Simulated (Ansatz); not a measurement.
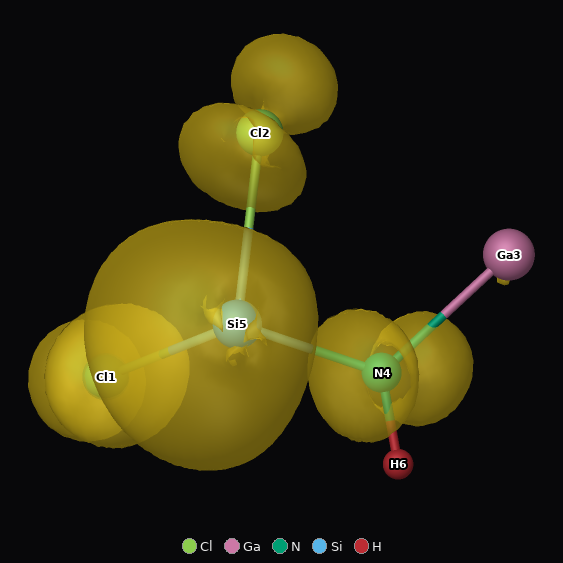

Cl$_{2}$GaHNSi (SMILES Cl[Si](Cl)[NH][Ga]) (doublet). Isosurface of the spin density at +0.015 e/Å³ (yellow), seen across its widest extent.

Geometry: PBE0-D3(BJ)/def2-SVP.

Theory: isolated molecule in a Gaussian basis; Kohn-Sham density functional theory, functional PBE0 in Ansatz 0.2.0.

```xyz
6

Cl   -2.5996   -1.5319    1.8759
Cl   -0.1003    0.7195    2.2805
Ga   -1.4868    2.7325    0.3807
N    -1.8517    0.8765   -0.0898
Si   -1.1946   -0.3864    0.8437
H    -2.4672    0.6347   -0.8659
```

Q: Which atoms carry the spin?

A: The unpaired spin (1 electron) lies mostly on Si5 (about 0.6), Cl1 (about 0.1), N4 (about 0.1) and Cl2 (about 0.1), in electrons by Hirshfeld's partition.
